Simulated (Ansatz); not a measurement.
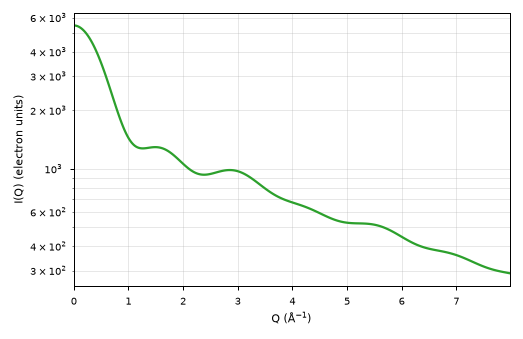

Elastic X-ray scattering of a randomly oriented, rigid molecule, calculated with the Debye equation from neutral-atom form factors (independent atoms, no Compton part, no vibration). The geometry is the end point of an optimisation (RKS PBE0-D4/def2-SVP (Ansatz 0.2.0)); it may be a saddle point or a higher isomer. It contains Mg, Br, Cl, H, C.

How many electrons does the independent-atom model of the molecule hold?

Answer. I(0) is the square of the electron number: I(0) = 5470, so about 74 electrons, the count of CH4BrClMg.

What radius of gyration does the initial fall-off give?

Answer. From I(Q) ≈ I(0) exp(−Q²R²/3) at small Q, R ≈ 2.34 Å. It is larger than the electron-weighted radius of the nuclear positions alone (2.25 Å), because each atom's electron cloud adds to it.
